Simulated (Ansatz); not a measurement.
# BF2HO: the cost of one run

The runs use Ansatz 0.2.0, Gaussian basis; PBE0-D4/def2-TZVP structures, single points in def2-TZVPP, no counterpoise correction.

Levels: SPW92, PBE-D4, BLYP-D4, r2SCAN-D4, B97M-V, PBE0-D4, B3LYP-D4, r2SCAN0-D4, BHLYP-D4, CAM-B3LYP-D4, wB97X-V, wB97M-V, B2PLYP, PBE-QIDH, RPA on PBE, Hartree-Fock, MP2, CCSD, CCSD(T).

Cores are frozen in the correlated methods. B3LYP uses VWN-RPA correlation. B2PLYP carries no dispersion term here.

94 further runs of the same task are left out: 94 set aside as unsound or not needed. Runs told in other sessions of the task aren't counted.

## (1) Starting geometry

The complex: 9 atoms, charge 0, spin multiplicity 1.

Atoms are counted from 1 here; the program's logs count them from 0.

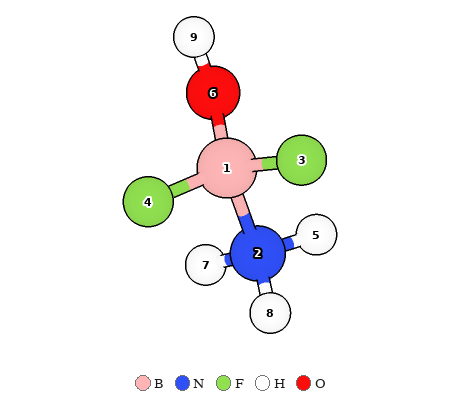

As it starts; boron pink, nitrogen blue, fluorine green, hydrogen white, oxygen red; atoms are numbered from 1 in the order of the file.

Coordinates:

```
B    -0.5663    0.1392   -0.2360
N     1.0622   -0.0959   -0.0297
F    -0.8926   -0.6607   -1.3173
F    -0.6812    1.4817   -0.5525
H     1.2372   -1.0711    0.1902
O    -1.0818   -0.2571    1.0179
H     1.3915    0.4782    0.7396
H     1.5652    0.1535   -0.8748
H    -2.0341   -0.1677    1.0629
```

Its parts: BF2HO holds atoms 1, 3, 4, 6, 9; NH3 holds atoms 2, 5, 7, 8. Each part counts its atoms afresh in its own runs.

## (2) Relaxing BF2HO alone

relax-a/in.yaml

```yaml
crystal:
  periodic: [false, false, false]
  atoms:
    - {symbol: B, position_ang: [-0.566296, 0.139217, -0.236032]}
    - {symbol: F, position_ang: [-0.892563, -0.660725, -1.317325]}
    - {symbol: F, position_ang: [-0.681199, 1.481684, -0.552531]}
    - {symbol: O, position_ang: [-1.081775, -0.257140, 1.017869]}
    - {symbol: H, position_ang: [-2.034133, -0.167721, 1.062913]}
basis:
  gaussian: {orbitals: def2-TZVP}
hamiltonian: {xc: pbe0, dispersion: d4}
relax: {f_tol: 0.005, max_steps: 200}
```

On the command line:

```bash
ansatz run in.yaml --threads 4 --pin off --events-out ev --progress --plain --max-ram 9574MiB
```

**Question.** How long does this run take on 4 threads of AMD EPYC, shared host?

About 34 s.
